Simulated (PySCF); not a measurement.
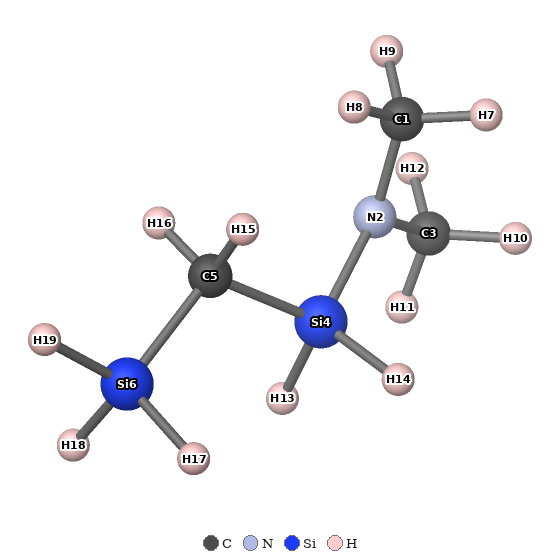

The molecule: C₃H₁₃NSi₂, SMILES CN(C)[SiH2]C[SiH3].

GIAO shifts, PBE0/pcSseg-1 (IEF-PCM water), PySCF, at a PBE0-D3(BJ)/def2-SVP geometry (no frequency check), against TMS for ²⁹Si and NH₃ for ¹⁵N computed at the same level (¹⁵N: a single molecule, while the usual scales start at liquid NH₃ or nitromethane; multiply bonded nitrogen can come out tens of ppm too deshielded). fully decoupled, line heights follow the number of nuclei, widths are arbitrary (no quadrupolar broadening); values of one conformer, averaged over nuclei that symmetry, rotation about single bonds or inversion at nitrogen exchange, these motions taken as fast; other conformers aren't averaged in.

Predict the ²⁹Si spectrum.

Answer. 2 signals.


| δ (ppm) | nuclei | atoms |
| --- | --- | --- |
| −21.0 | 1 | Si4 |
| −71.5 | 1 | Si6 |

Predict the ¹⁵N spectrum.

Answer. 1 signal.


```tsv
δ (ppm)	nuclei	atoms
20.1	1	N2
```

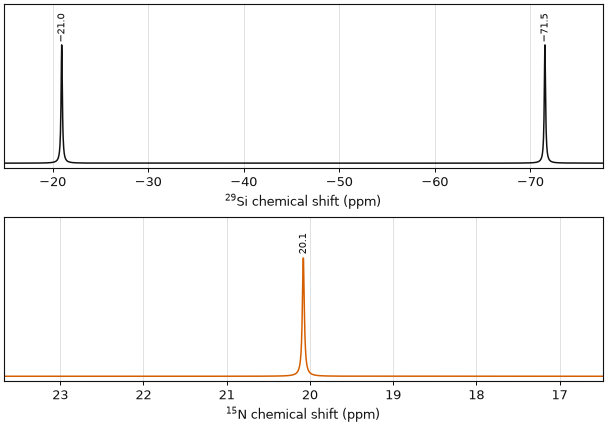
